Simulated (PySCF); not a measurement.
**C₄H₁₁NSi: runs on many settings**

Aim: see how C₄H₁₁NSi (`C=N[Si@H](C)CC`) answers to the choice of functional, basis, grid and SCF options.

The runs use PySCF 2.14.0, with density-fitted response routines of our own; the level of theory stands in each step. All values are computed, except where a source is named. Atoms count from 0, in the outputs and in this text.

**1. The molecule as given**

17 atoms, charge 0, multiplicity 1; geometry from: GFN2-xTB.

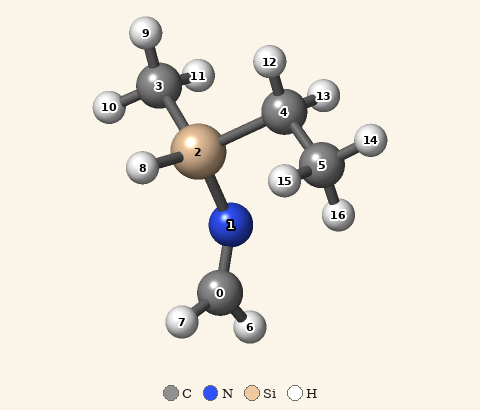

As it starts; carbon grey, nitrogen blue, silicon light orange, hydrogen white, atoms numbered.

**2. Nuclear shieldings: PBE0/pcSseg-1**

Job settings and geometry (Å):

```
{"job": {"kind": "nmr", "xc": "PBE0", "basis": "pcSseg-1"}, "charge": 0, "multiplicity": 1}
C      2.577388    -0.282603     0.154686
N      1.492588     0.284040     0.392114
Si    -0.053537     0.342585    -0.372314
C     -0.370811     2.190514    -0.657095
C     -1.244287    -0.362103     0.936303
C     -0.959753    -1.816244     1.289890
H      3.410278    -0.149375     0.842258
H      2.775030    -0.920706    -0.711741
H     -0.212293    -0.399915    -1.638493
H     -1.393750     2.361893    -0.974739
H      0.285554     2.589096    -1.423126
H     -0.203253     2.761085     0.250334
H     -2.269532    -0.278620     0.573573
H     -1.184657     0.241320     1.842611
H     -1.659447    -2.179982     2.041390
H     -1.045188    -2.449754     0.409570
H      0.048674    -1.919200     1.684329
```

Method: GIAO PBE0/pcSseg-1 NMR shielding, non-relativistic, gas phase.

Run with:

```console
> OMP_NUM_THREADS=1 python probes_run.py task.json out
```

One launch serves the whole session: the jobs run in the order shown.

The log of the run:

```text
coarse grid: 13856 points
cycle   1  E = -502.7606532845  dE =  3.808e-01  |g| = 5.643e-01  |ddm| = 3.517e+00
cycle   2  E = -502.6678201382  dE =  9.283e-02  |g| = 8.479e-01  |ddm| = 1.269e+00
cycle   3  E = -502.8358983133  dE = -1.681e-01  |g| = 1.519e-01  |ddm| = 8.534e-01
cycle   4  E = -502.8409576613  dE = -5.059e-03  |g| = 2.959e-02  |ddm| = 1.201e-01
cycle   5  E = -502.8411501360  dE = -1.925e-04  |g| = 6.548e-03  |ddm| = 2.898e-02
cycle   6  E = -502.8411597101  dE = -9.574e-06  |g| = 2.184e-03  |ddm| = 7.870e-03
final grid: 126848 points
cycle   7  E = -502.8748449947  dE = -2.993e-05  |g| = 8.154e-03  |ddm| = 2.172e-02
cycle   8  E = -502.8748379134  dE =  7.081e-06  |g| = 9.755e-03  |ddm| = 1.514e-02
cycle   9  E = -502.8748618874  dE = -2.397e-05  |g| = 1.205e-03  |ddm| = 8.381e-03
cycle  10  E = -502.8748621840  dE = -2.966e-07  |g| = 3.759e-04  |ddm| = 1.002e-03
cycle  11  E = -502.8748622124  dE = -2.843e-08  |g| = 8.508e-05  |ddm| = 3.274e-04
cycle  12  E = -502.8748622141  dE = -1.719e-09  |g| = 2.431e-05  |ddm| = 1.121e-04
cycle  13  E = -502.8748622142  dE = -1.337e-10  |g| = 4.590e-06  |ddm| = 2.510e-05
converged SCF energy = -502.8748622142

GIAO shielding tensors (ppm)
atom      isotropic    diamagn.    paramagn.     s11        s22        s33       span
  0 C       15.729     252.507    -236.778    -79.315     -0.120    126.622    205.936
  1 N     -165.710     332.653    -498.364   -577.439   -191.190    271.498    848.938
  2 Si     361.763     882.709    -520.946    337.939    360.498    386.853     48.914
  3 C      188.251     254.469     -66.218    181.176    190.586    192.991     11.815
  4 C      175.949     254.753     -78.804    170.671    176.939    180.237      9.566
  5 C      177.472     246.925     -69.453    170.283    174.282    187.852     17.568
  6 H       23.035      28.474      -5.439     21.719     22.587     24.797      3.078
  7 H       22.922      30.448      -7.526     20.692     22.203     25.870      5.177
  8 H       26.748      31.404      -4.656     23.810     25.153     31.281      7.471
  9 H       31.762      30.956       0.807     27.431     29.348     38.508     11.077
 10 H       31.520      30.423       1.097     27.214     28.446     38.900     11.687
 11 H       31.166      31.288      -0.122     26.867     28.895     37.734     10.867
 12 H       31.164      32.412      -1.248     26.103     30.324     37.066     10.964
 13 H       30.714      32.849      -2.134     25.764     29.953     36.426     10.662
 14 H       30.388      28.294       2.094     25.137     27.900     38.126     12.989
 15 H       30.979      30.571       0.408     26.568     29.007     37.363     10.795
 16 H       30.951      31.036      -0.084     25.806     30.215     36.833     11.027
```

Wall time 58 s (1 thread, shared host).

Shifts follow as δ = σ(reference) − σ, with reference shieldings (ppm) from runs at the same level and on the same kind of geometry: 1H TMS 31.72, 13C TMS 186.9, 29Si TMS 349.2, 15N NH3 267.7. The references are single molecules in the gas phase, so shifts against H2O, NH3, PH3, H3PO4 or CFCl3 are not on the usual liquid scales and can be off by tens of ppm. Atoms listed in one row are averaged.

```csv
atoms,environment,σ (ppm),δ (ppm),δ scaled to CDCl3
C0,C=N carbon,15.7,171.2,165.2
C4,sp3 CH2 bonded to Si,175.9,11.0,8.8
C5,methyl carbon,177.5,9.5,7.3
C3,methyl carbon bonded to Si,188.3,-1.3,-3.2
H7,hydrogen on a C=N carbon,22.92,8.80,8.40
H6,hydrogen on a C=N carbon,23.03,8.68,8.29
H8,"hydrogen on a silicon bonded to 2 C, N",26.75,4.97,–
H13,hydrogen on an sp3 CH2 bonded to Si,30.71,1.00,1.05
"H14, H15, H16",hydrogen on a methyl carbon,30.77,0.94,1.00
H12,hydrogen on an sp3 CH2 bonded to Si,31.16,0.55,0.63
"H9, H10, H11",hydrogen on a methyl carbon bonded to Si,31.48,0.23,0.33
N1,imine nitrogen,-165.7,433.4,–
Si2,"silicon bonded to 2 C, N, H",361.8,-12.6,–
```

The scaled column applies a straight-line fit of computed shieldings to shifts measured in CDCl3 (root-mean-square error 0.16 ppm for H, 1.9 ppm for C).

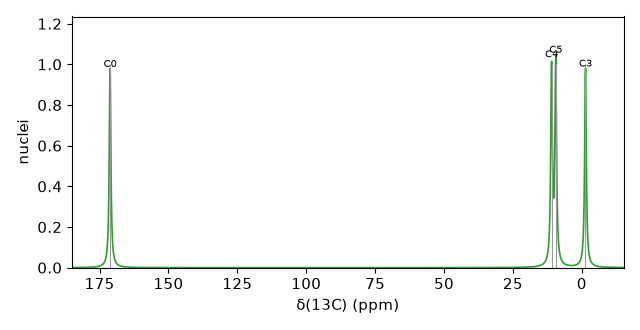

13C lines at the computed shifts, without couplings. Lines are broadened to a width of 0.69 ppm (Lorentzian).

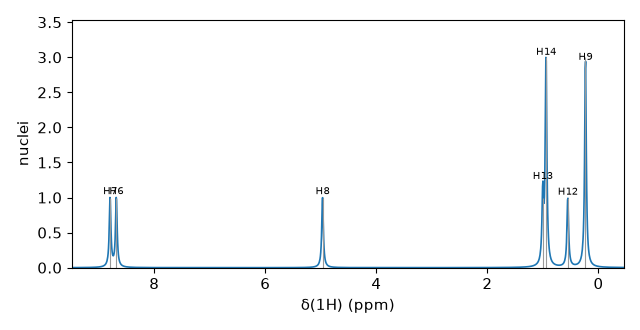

1H lines at the computed shifts, without couplings. Lines are broadened to a width of 0.03 ppm (Lorentzian).

Charges from the same density, by scheme (e):

```
atoms  Mulliken    IAO  Hirshfeld  ESP fit
   C0      0.06  -0.08       0.03     0.28
   N1     -0.56  -0.52      -0.22    -0.62
  Si2      0.88   1.03       0.40     0.83
   C3     -0.62  -0.72      -0.22    -0.80
   C4     -0.57  -0.54      -0.16    -0.17
   C5     -0.29  -0.41      -0.12    -0.22
```

IAO charges:

C0 -0.08; N1 -0.52; Si2 1.03; C3 -0.72; C4 -0.54; C5 -0.41; H6 0.14; H7 0.10; H8 -0.17; H9 0.15; H10 0.15; H11 0.16; H12 0.14; H13 0.15; H14 0.14; H15 0.13; H16 0.14

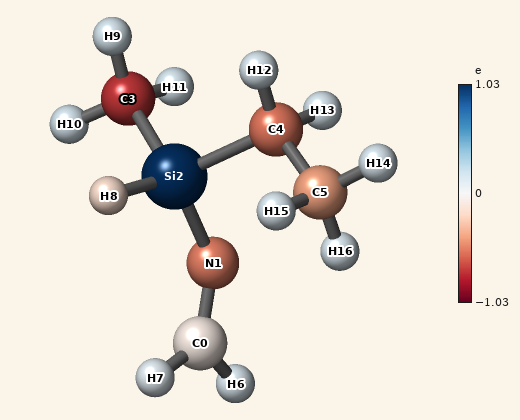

IAO charges, as colours on the atoms.

Mayer bond orders: C0–N1 1.97, N1–Si2 0.96, Si2–C3 0.95, Si2–C4 0.91, C4–C5 1.06.

**3. TDDFT and polarisability: PBE0/def2-SVPD**

Settings changed since step 2:

```diff
@@ -1,2 +1,2 @@
-{"job": {"kind": "nmr", "xc": "PBE0", "basis": "pcSseg-1"}, "charge": 0, "multiplicity": 1}
+{"job": {"kind": "uv", "xc": "PBE0", "basis": "def2-SVPD", "nstates": 6, "ntriplets": 2}, "charge": 0, "multiplicity": 1}
 C      2.577388    -0.282603     0.154686
```

Method: TDDFT PBE0/def2-SVPD, vertical, gas phase, core orbitals frozen in the response.

The log of the run:

```text
coarse grid: 13856 points
cycle   1  E = -502.5391953737  dE =  3.329e-01  |g| = 5.414e-01  |ddm| = 5.632e+00
cycle   2  E = -502.4450506577  dE =  9.414e-02  |g| = 8.297e-01  |ddm| = 2.217e+00
cycle   3  E = -502.6104991017  dE = -1.654e-01  |g| = 1.481e-01  |ddm| = 1.576e+00
cycle   4  E = -502.6154867022  dE = -4.988e-03  |g| = 2.995e-02  |ddm| = 2.495e-01
cycle   5  E = -502.6156918612  dE = -2.052e-04  |g| = 6.532e-03  |ddm| = 5.641e-02
cycle   6  E = -502.6157023229  dE = -1.046e-05  |g| = 2.125e-03  |ddm| = 1.460e-02
cycle   7  E = -502.6157035000  dE = -1.177e-06  |g| = 3.205e-04  |ddm| = 3.742e-03
final grid: 126848 points
cycle   8  E = -502.6792207796  dE = -3.049e-05  |g| = 8.010e-03  |ddm| = 8.799e-02
cycle   9  E = -502.6792141144  dE =  6.665e-06  |g| = 9.594e-03  |ddm| = 2.713e-02
cycle  10  E = -502.6792370773  dE = -2.296e-05  |g| = 1.640e-03  |ddm| = 1.606e-02
cycle  11  E = -502.6792376832  dE = -6.059e-07  |g| = 2.207e-04  |ddm| = 2.682e-03
cycle  12  E = -502.6792376934  dE = -1.025e-08  |g| = 6.803e-05  |ddm| = 5.114e-04
cycle  13  E = -502.6792376946  dE = -1.193e-09  |g| = 1.956e-05  |ddm| = 1.504e-04
cycle  14  E = -502.6792376947  dE = -9.777e-11  |g| = 4.187e-06  |ddm| = 3.566e-05
converged SCF energy = -502.6792376947

Static polarisability (au): isotropic 84.405, principal 72.488 84.567 96.160

Singlet excitations
state   eV       nm        f      main configurations
  1   3.9953    310.3   0.00048   H->L 0.99
  2   6.3085    196.5   0.07989   H-1->L 0.93
  3   6.4744    191.5   0.02734   H->L+1 0.84, H->L+3 0.10
  4   6.8382    181.3   0.01931   H->L+2 0.53, H->L+3 0.42
  5   6.8705    180.5   0.03195   H-2->L 0.90
  6   6.9920    177.3   0.09692   H->L+3 0.42, H->L+2 0.39, H->L+1 0.10

Triplet excitations (Tamm-Dancoff, eV): 3.3483 4.9474
```

It took 73 s on 1 thread, shared host.

The orbitals next to the gap, with their largest atomic shares:

| orbital | eV | atoms |
| --- | --- | --- |
| HOMO−3 | -9.61 | C4 26 %, C5 26 %, H16 12 % |
| HOMO−2 | -8.77 | C3 27 %, Si2 24 %, H8 14 % |
| HOMO−1 | -8.01 | C4 30 %, Si2 18 %, C3 11 % |
| HOMO | -6.84 | N1 56 %, C0 16 %, Si2 9 % |
| LUMO | -0.75 | C0 41 %, N1 34 %, H6 7 % |
| LUMO+1 | 0.86 | C0 23 %, C5 14 %, Si2 13 % |
| LUMO+2 | 0.98 | C3 22 %, Si2 20 %, H9 11 % |

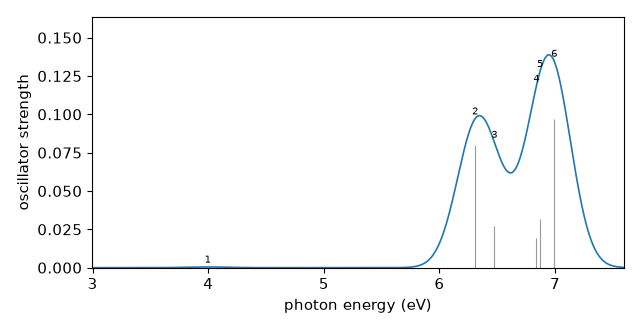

Absorption spectrum from the 6 singlet states computed; above the last one it falls off for lack of states. Lines are broadened to a width of 0.40 eV (Gaussian).

Further results of this job:

```
           property  computed
  dipole moment (D)      0.75
polarisability (Å³)     12.51
 HOMO–LUMO gap (eV)      6.09
      −ε(HOMO) (eV)      6.84
```

(Part 1 of 2 ends here.)
